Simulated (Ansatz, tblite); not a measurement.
# GaMe2(acac) (C₇H₁₃GaO₂): charged states by level of theory, part 2 of 2

What does removing an electron cost or gain for GaMe2(acac) (C₇H₁₃GaO₂)? Each charged state is run at several levels.

Ansatz 0.2.0, Gaussian basis; as each input shows. The steps go on from the part before.

**6. Relaxing the charge +1 doublet**

Input file in.yaml:

```yaml
crystal:
  periodic: [false, false, false]
  atoms:
    - {symbol: Ga, position_ang: [1.315687, -0.013043, 0.911789]}
    - {symbol: C, position_ang: [0.924151, -0.027505, 2.832833]}
    - {symbol: H, position_ang: [-0.162180, 0.045227, 3.000106]}
    - {symbol: H, position_ang: [1.406204, 0.814919, 3.354105]}
    - {symbol: H, position_ang: [1.278542, -0.958049, 3.304849]}
    - {symbol: C, position_ang: [3.013203, -0.010920, -0.068143]}
    - {symbol: H, position_ang: [2.828265, -0.096754, -1.150579]}
    - {symbol: H, position_ang: [3.661179, -0.848886, 0.234608]}
    - {symbol: H, position_ang: [3.571813, 0.922582, 0.107614]}
    - {symbol: O, position_ang: [0.217545, 1.410644, 0.123215]}
    - {symbol: C, position_ang: [-0.829016, 1.255964, -0.592074]}
    - {symbol: C, position_ang: [-1.484015, 2.529422, -1.046680]}
    - {symbol: C, position_ang: [-1.380284, 0.013333, -0.961745]}
    - {symbol: C, position_ang: [-0.848805, -1.239997, -0.598897]}
    - {symbol: C, position_ang: [-1.523577, -2.500254, -1.061445]}
    - {symbol: O, position_ang: [0.196612, -1.415251, 0.113159]}
    - {symbol: H, position_ang: [-2.381246, 2.356823, -1.654255]}
    - {symbol: H, position_ang: [-1.745989, 3.132785, -0.162974]}
    - {symbol: H, position_ang: [-0.754911, 3.120045, -1.623985]}
    - {symbol: H, position_ang: [-2.280809, 0.022152, -1.577395]}
    - {symbol: H, position_ang: [-2.396520, -2.310112, -1.698462]}
    - {symbol: H, position_ang: [-1.832299, -3.083826, -0.179220]}
    - {symbol: H, position_ang: [-0.793532, -3.119270, -1.606417]}
basis:
  gaussian: {orbitals: def2-SVP}
total_charge: 1
magnetization: {spin_polarized: true, initial_magnetization: 1}
hamiltonian: {xc: r2scan, dispersion: d4}
scf: {lower_state_search: "off"}
output: {orbitals: {seedname: orbitals}}
relax: {f_tol: 0.03, max_steps: 70}
```

The run is started by

```
$ ansatz run in.yaml --threads 2 --pin off --events-out ev --progress --plain --max-ram 22528MiB --backend cuda --devices 0, --max-vram 18GiB
```

Output:

```text
Functional definition: r2SCAN
  name "r2SCAN"
  cite "Furness, Kaplan, Ning, Perdew & Sun, J. Phys. Chem. Lett. 11, 8208 (2020) doi:10.1021/acs.jpclett.0c02405"
  cite "Furness, Kaplan, Ning, Perdew & Sun, J. Phys. Chem. Lett. 11, 9248 (2020) doi:10.1021/acs.jpclett.0c03077"
  parent r2scan
  parameter k0 = 0.174
  parameter k1 = 0.065
  parameter a1 = 4.9479
  exchange = r2scan_x(k0 = k0, k1 = k1, a1 = a1)
  correlation = r2scan_c
these checks for a lower state are left out or cut short: stability, starts, cluster_reference, orbital_swaps, neighbouring_geometries, increment
2501 factors; their error is unknown
mean field evaluation 1: about -63890.0456 eV, gradient 7.6e1 eV
mean field evaluation 2: about -63866.4839 eV, gradient 1.0e2 eV
mean field evaluation 4: about -63914.6684 eV, gradient 1.2e1 eV
mean field evaluation 8: about -63915.6491 eV, gradient 1.9e-1 eV
mean field evaluation 16: about -63915.5458 eV, gradient 1.7e-2 eV
mean field -63915.54580607 eV, -2348.8529848600 hartree, gradient 8.9e-6 eV, S^2 0.764590; 0 other end points of the search recorded, 0 dependent functions left out
the calculation of the forces begins
reference -63915.54582325 eV, -2348.8529854916 hartree; 51, 50 occupied and 172, 173 virtual orbitals, 2501 factors
relax step   1: F+E_penalty+E_count = -63915.70728147 eV  Δ(F+E_penalty+E_count) = +0.000e0 eV  max|allowed force component| = 1.763e0 eV/Å  Δτ_max = 0.0000 Å  (25 SCF iters, accepted)
these checks for a lower state are left out or cut short: stability, starts, cluster_reference, orbital_swaps, neighbouring_geometries, increment
2501 factors; their error is unknown
mean field evaluation 32: about -63915.6548 eV, gradient 2.6e-1 eV
mean field -63915.65515827 eV, -2348.8570034793 hartree, gradient 7.3e-6 eV, S^2 0.764375; 0 other end points of the search recorded, 0 dependent functions left out
the calculation of the forces begins
reference -63915.65517543 eV, -2348.8570041100 hartree; 51, 50 occupied and 172, 173 virtual orbitals, 2501 factors
relax step   2: F+E_penalty+E_count = -63915.81632841 eV  Δ(F+E_penalty+E_count) = -1.090e-1 eV  max|allowed force component| = 6.666e-1 eV/Å  Δτ_max = 0.0688 Å  (27 SCF iters, accepted)
these checks for a lower state are left out or cut short: stability, starts, cluster_reference, orbital_swaps, neighbouring_geometries, increment
2501 factors; their error is unknown
mean field -63915.68786575 eV, -2348.8582054572 hartree, gradient 2.2e-6 eV, S^2 0.763945; 0 other end points of the search recorded, 0 dependent functions left out
the calculation of the forces begins
reference -63915.68788291 eV, -2348.8582060875 hartree; 51, 50 occupied and 172, 173 virtual orbitals, 2501 factors
relax step   3: F+E_penalty+E_count = -63915.84856616 eV  Δ(F+E_penalty+E_count) = -3.224e-2 eV  max|allowed force component| = 2.355e-1 eV/Å  Δτ_max = 0.0665 Å  (32 SCF iters, accepted)
these checks for a lower state are left out or cut short: stability, starts, cluster_reference, orbital_swaps, neighbouring_geometries, increment
2501 factors; their error is unknown
mean field -63915.69551771 eV, -2348.8584866612 hartree, gradient 2.4e-6 eV, S^2 0.763154; 0 other end points of the search recorded, 0 dependent functions left out
the calculation of the forces begins
reference -63915.69553485 eV, -2348.8584872914 hartree; 51, 50 occupied and 172, 173 virtual orbitals, 2501 factors
relax step   4: F+E_penalty+E_count = -63915.85612219 eV  Δ(F+E_penalty+E_count) = -7.556e-3 eV  max|allowed force component| = 2.987e-1 eV/Å  Δτ_max = 0.0564 Å  (33 SCF iters, accepted)
these checks for a lower state are left out or cut short: stability, starts, cluster_reference, orbital_swaps, neighbouring_geometries, increment
2501 factors; their error is unknown
mean field -63915.70323651 eV, -2348.8587703221 hartree, gradient 1.6e-6 eV, S^2 0.762195; 0 other end points of the search recorded, 0 dependent functions left out
the calculation of the forces begins
reference -63915.70325364 eV, -2348.8587709516 hartree; 51, 50 occupied and 172, 173 virtual orbitals, 2501 factors
relax step   5: F+E_penalty+E_count = -63915.86388838 eV  Δ(F+E_penalty+E_count) = -7.766e-3 eV  max|allowed force component| = 2.107e-1 eV/Å  Δτ_max = 0.0460 Å  (34 SCF iters, accepted)
these checks for a lower state are left out or cut short: stability, starts, cluster_reference, orbital_swaps, neighbouring_geometries, increment
2501 factors; their error is unknown
mean field evaluation 64: about -63915.7812 eV, gradient 2.9e0 eV
mean field -63915.71016466 eV, -2348.8590249270 hartree, gradient 2.3e-6 eV, S^2 0.761327; 0 other end points of the search recorded, 0 dependent functions left out
the calculation of the forces begins
reference -63915.71018182 eV, -2348.8590255575 hartree; 51, 50 occupied and 172, 173 virtual orbitals, 2501 factors
relax step   6: F+E_penalty+E_count = -63915.87037449 eV  Δ(F+E_penalty+E_count) = -6.486e-3 eV  max|allowed force component| = 8.074e-2 eV/Å  Δτ_max = 0.0864 Å  (33 SCF iters, accepted)
these checks for a lower state are left out or cut short: stability, starts, cluster_reference, orbital_swaps, neighbouring_geometries, increment
2501 factors; their error is unknown
mean field -63915.71138842 eV, -2348.8590698993 hartree, gradient 3.8e-6 eV, S^2 0.761106; 0 other end points of the search recorded, 0 dependent functions left out
the calculation of the forces begins
reference -63915.71140559 eV, -2348.8590705303 hartree; 51, 50 occupied and 172, 173 virtual orbitals, 2501 factors
relax step   7: F+E_penalty+E_count = -63915.87153149 eV  Δ(F+E_penalty+E_count) = -1.157e-3 eV  max|allowed force component| = 2.284e-2 eV/Å  Δτ_max = 0.0230 Å  (27 SCF iters, accepted)
Total energy: -63915.87154866 eV, -2348.8649556795 hartree
Atom 0 at     1.190952    -0.012084     0.830928 Å, force    -0.016667     0.001952    -0.007287 eV/Å
Atom 1 at     1.118077    -0.028563     2.840068 Å, force    -0.002816    -0.003442    -0.000460 eV/Å
Atom 2 at     0.044624     0.011729     3.075988 Å, force     0.013916     0.000435    -0.000014 eV/Å
Atom 3 at     1.665421     0.857160     3.187312 Å, force    -0.006099    -0.004752     0.000070 eV/Å
Atom 4 at     1.591320    -0.964897     3.163718 Å, force    -0.006152     0.009564    -0.001682 eV/Å
Atom 5 at     3.061674    -0.011452     0.101623 Å, force     0.001613     0.004986    -0.001988 eV/Å
Atom 6 at     2.932538    -0.054600    -0.989686 Å, force     0.003172    -0.000534     0.008890 eV/Å
Atom 7 at     3.566859    -0.897955     0.505891 Å, force    -0.002751     0.002986    -0.004673 eV/Å
Atom 8 at     3.529711     0.923119     0.437785 Å, force    -0.002664    -0.007990    -0.004466 eV/Å
Atom 9 at     0.136384     1.375209     0.087718 Å, force    -0.009724    -0.000692    -0.002571 eV/Å
Atom 10 at    -0.914274     1.266128    -0.648487 Å, force     0.022839     0.001258     0.004447 eV/Å
Atom 11 at    -1.536366     2.542535    -1.090354 Å, force     0.002261    -0.000352     0.001941 eV/Å
Atom 12 at    -1.458781     0.013852    -1.027720 Å, force    -0.002183    -0.000484     0.002870 eV/Å
Atom 13 at    -0.933107    -1.248784    -0.656321 Å, force     0.019985    -0.002575     0.008959 eV/Å
Atom 14 at    -1.578797    -2.512880    -1.099782 Å, force     0.001974     0.000527     0.002880 eV/Å
Atom 15 at     0.116727    -1.378320     0.077828 Å, force    -0.012393    -0.000939    -0.007295 eV/Å
Atom 16 at    -2.429515     2.391022    -1.707109 Å, force     0.000539    -0.002557     0.001426 eV/Å
Atom 17 at    -1.792467     3.143827    -0.202678 Å, force    -0.003335     0.000934    -0.000904 eV/Å
Atom 18 at    -0.790917     3.129262    -1.652235 Å, force    -0.002571    -0.001628    -0.000321 eV/Å
Atom 19 at    -2.352497     0.022476    -1.653900 Å, force     0.004009    -0.000098     0.002936 eV/Å
Atom 20 at    -2.444228    -2.344591    -1.750796 Å, force     0.001205     0.002726     0.001384 eV/Å
Atom 21 at    -1.890304    -3.085955    -0.210544 Å, force    -0.001708    -0.000129    -0.001848 eV/Å
Atom 22 at    -0.833017    -3.136209    -1.619240 Å, force    -0.002451     0.000804    -0.002292 eV/Å
Dipole moment:    -0.235549     0.002473    -0.157639 e Å
Checks for a lower state left out: stability, starts, cluster_reference, orbital_swaps, neighbouring_geometries, increment
```

It took 27 s on 1 × H100 (card shared with other runs) with 2 threads of AMD EPYC 7R13, shared host; peak host memory 0.95 GiB.

Relaxation path:

| step | energy from step 1 (eV) | largest force component (eV/Å) |
| --- | --- | --- |
| 1 | 0.0000 | 1.7630 |
| 2 | -0.1090 | 0.6666 |
| 3 | -0.1413 | 0.2355 |
| 4 | -0.1488 | 0.2987 |
| 5 | -0.1566 | 0.2107 |
| 6 | -0.1631 | 0.0807 |
| 7 | -0.1642 | 0.0228 |

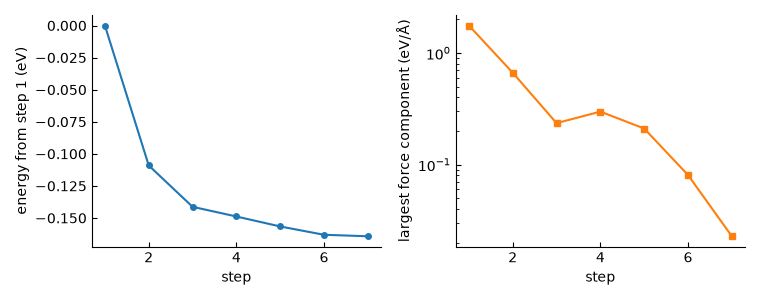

Energy and largest force along the relaxation.

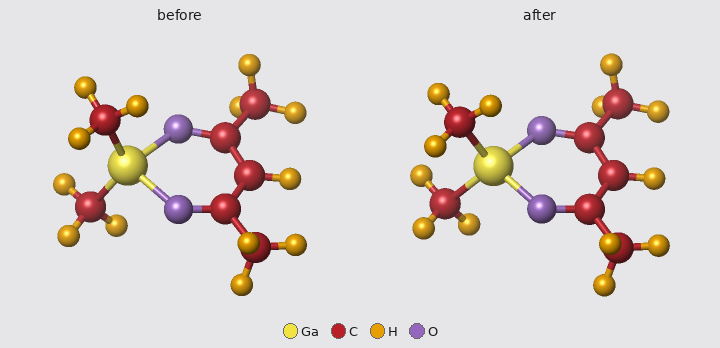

The geometry before (left) and after (right).

Close pairs (by a distance rule), those that changed most:

| bond | before (Å) | after (Å) | change (Å) |
| --- | --- | --- | --- |
| Ga1–O16 | 1.964 | 1.894 | -0.070 |
| Ga1–O10 | 1.963 | 1.894 | -0.069 |
| Ga1–C2 | 1.961 | 2.011 | +0.050 |
| Ga1–C6 | 1.960 | 2.008 | +0.048 |
| C14–C15 | 1.503 | 1.487 | -0.015 |
| C11–C12 | 1.502 | 1.487 | -0.015 |
| C14–O16 | 1.277 | 1.288 | +0.011 |
| O10–C11 | 1.277 | 1.288 | +0.010 |

**7. Charge +1 doublet, PBE0-D4/def2-TZVP**

Input file in.yaml:

```yaml
crystal:
  periodic: [false, false, false]
  atoms:
    - {symbol: Ga, position_ang: [1.190952, -0.012084, 0.830928]}
    - {symbol: C, position_ang: [1.118077, -0.028563, 2.840068]}
    - {symbol: H, position_ang: [0.044624, 0.011729, 3.075988]}
    - {symbol: H, position_ang: [1.665421, 0.857160, 3.187312]}
    - {symbol: H, position_ang: [1.591320, -0.964897, 3.163718]}
    - {symbol: C, position_ang: [3.061674, -0.011452, 0.101623]}
    - {symbol: H, position_ang: [2.932538, -0.054600, -0.989686]}
    - {symbol: H, position_ang: [3.566859, -0.897955, 0.505891]}
    - {symbol: H, position_ang: [3.529711, 0.923119, 0.437785]}
    - {symbol: O, position_ang: [0.136384, 1.375209, 0.087718]}
    - {symbol: C, position_ang: [-0.914274, 1.266128, -0.648487]}
    - {symbol: C, position_ang: [-1.536366, 2.542535, -1.090354]}
    - {symbol: C, position_ang: [-1.458781, 0.013852, -1.027720]}
    - {symbol: C, position_ang: [-0.933107, -1.248784, -0.656321]}
    - {symbol: C, position_ang: [-1.578797, -2.512880, -1.099782]}
    - {symbol: O, position_ang: [0.116727, -1.378320, 0.077828]}
    - {symbol: H, position_ang: [-2.429515, 2.391022, -1.707109]}
    - {symbol: H, position_ang: [-1.792467, 3.143827, -0.202678]}
    - {symbol: H, position_ang: [-0.790917, 3.129262, -1.652235]}
    - {symbol: H, position_ang: [-2.352497, 0.022476, -1.653900]}
    - {symbol: H, position_ang: [-2.444228, -2.344591, -1.750796]}
    - {symbol: H, position_ang: [-1.890304, -3.085955, -0.210544]}
    - {symbol: H, position_ang: [-0.833017, -3.136209, -1.619240]}
basis:
  gaussian: {orbitals: def2-TZVP, fitting: {mean_field: def2-universal-jkfit}, initial_orbitals: start.molden}
total_charge: 1
magnetization: {spin_polarized: true, initial_magnetization: 1}
hamiltonian: {xc: pbe0, dispersion: d4}
scf: {omitted_lower_state_checks: [starts]}
output: {orbitals: {seedname: orbitals}}
```

Same command.

Output, shortened:

```text
Functional definition: PBE0
  name "PBE0"
  cite "Adamo & Barone, J. Chem. Phys. 110, 6158 (1999) doi:10.1063/1.478522"
  cite "Perdew, Burke & Ernzerhof, Phys. Rev. Lett. 77, 3865 (1996) doi:10.1103/PhysRevLett.77.3865"
  parent pbe
[...]
1179 factors; integrals over basis functions are off by at most 8.7e-1 eV
[...]
mean field -63921.44201037 eV, -2349.0696663715 hartree, gradient 2.6e-5 eV, S^2 0.763575; 0 other end points of the search recorded, 0 dependent functions left out
reference -63921.44205469 eV, -2349.0696680003 hartree; 51, 50 occupied and 354, 355 virtual orbitals, 1179 factors
Total energy: -63921.93950210 eV, -2349.0879488555 hartree
Checks for a lower state left out: starts
```

Run time: 4.7 s. Hardware: 1 × H100 (card shared with other runs) with 2 threads of AMD EPYC 7R13, shared host; peak host memory 0.91 GiB.

HOMO -11.43 eV, LUMO -9.41 eV (over both spins); ⟨S²⟩ 0.764 (pure: 0.75).

**8. Charge +1 doublet, PBE-D4/def2-TZVP**

Edit in.yaml of step 7 so:

```diff
@@ -30,3 +30,3 @@
 magnetization: {spin_polarized: true, initial_magnetization: 1}
-hamiltonian: {xc: pbe0, dispersion: d4}
+hamiltonian: {xc: pbe, dispersion: d4}
 scf: {omitted_lower_state_checks: [starts]}
```

The command is unchanged.

Output:

```text
Functional definition: PBE
  name "PBE"
  cite "Perdew, Burke & Ernzerhof, Phys. Rev. Lett. 77, 3865 (1996) doi:10.1103/PhysRevLett.77.3865"
  parent pbe
  parameter kappa = 0.804
  parameter beta = 0.06672455060314922
  exchange = pbe_x(kappa = kappa, mu = beta*pi^2/3)
  correlation = pbe_c(beta = beta)
these checks for a lower state are left out or cut short: starts
1179 factors; integrals over basis functions are off by at most 8.7e-1 eV
mean field evaluation 1: about -63919.4113 eV, gradient 1.0e1 eV
mean field evaluation 2: about -63919.6733 eV, gradient 3.1e-1 eV
mean field evaluation 4: about -63919.6781 eV, gradient 7.9e-3 eV
mean field -63919.67810117 eV, -2349.0048439039 hartree, gradient 2.7e-5 eV, S^2 0.754357; 0 other end points of the search recorded, 0 dependent functions left out
reference -63919.67816011 eV, -2349.0048460701 hartree; 51, 50 occupied and 354, 355 virtual orbitals, 1179 factors
Total energy: -63920.25627585 eV, -2349.0260914315 hartree
Checks for a lower state left out: starts
```

Run time: 3.7 s. Hardware: 1 × H100 (card shared with other runs) with 2 threads of AMD EPYC 7R13, shared host; peak host memory 0.91 GiB.

From the report: HOMO -10.52 eV, LUMO -9.91 eV (over both spins); ⟨S²⟩ 0.754 (pure: 0.75).

**9. Adiabatic ionisation energy**

Charged state less starting state, singlet to doublet; the starting state's energies are those of its earlier runs.

| level | adiabatic ionisation energy (eV) | time |
| --- | --- | --- |
| PBE-D4/def2-TZVP | +7.85 | 6.8 s |
| PBE0-D4/def2-TZVP | +8.13 | 7.9 s |

Times add the two runs; a level without a time comes out of a correlated run.

**10. What came out**

The summary covers parts 1 to 2.

```
                                             quantity                               value
 vertical ionisation energy, functionals in def2-TZVP  7.99 (PBE-D4) to 8.30 eV (PBE0-D4)
adiabatic ionisation energy, functionals in def2-TZVP  7.85 (PBE-D4) to 8.13 eV (PBE0-D4)
      relaxation of the cation side, PBE-D4/def2-TZVP                             0.14 eV
```

**Reading.** The vertical ionisation energy spans 7.99 to 8.30 eV over the functionals. −ε(HOMO) misses the level's own difference by -1.61 eV at best (PBE0-D4) and -2.41 eV at worst (PBE-D4). The adiabatic ionisation energy spans 7.85 to 8.13 eV over the functionals. Relaxing the oxidised state gains 0.14 eV at PBE-D4/def2-TZVP.
